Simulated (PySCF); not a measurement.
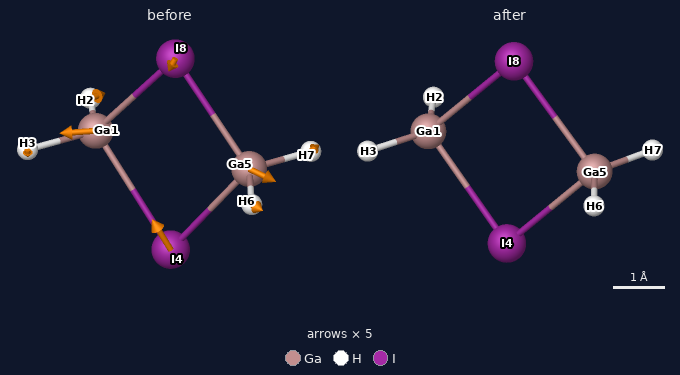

The structure of Ga₂H₄I₂ before (left) and after (right) a relaxation, at one scale. The orange arrows give the displacements, magnified 5 times.

A ball-and-stick model, seen at a tilt.

The start comes from GFN2-xTB. Its atoms were then displaced at random by about 0.03 Å.

Method: PBE0-D3(BJ)/def2-SVP geometry optimisation, gas phase in PySCF 2.14.0, density-fitted response routines. 

> Describe what moved and what it gained.

Over 5 geometry steps the energy falls by 27.9 kJ/mol. I4 moves most after the best rigid fit: 0.16 Å. By element the largest moves are I 0.16 Å, Ga 0.14 Å, H 0.09 Å. Among the contacts that change: Ga1–H3 1.685 → 1.556 Å, Ga1–H2 1.479 → 1.555 Å, Ga1–I4 2.793 → 2.718 Å, Ga5–I8 2.644 → 2.717 Å. Among the angles between lasting bonds that change: H2–Ga1–H3 122.7° → 133.0°, Ga1–I4–Ga5 76.5° → 84.6°, I4–Ga5–I8 103.2° → 95.4°. Cost: 4.1 min on 1 thread of Intel(R) Xeon(R) Processor @ 2.50GHz, on a shared host.
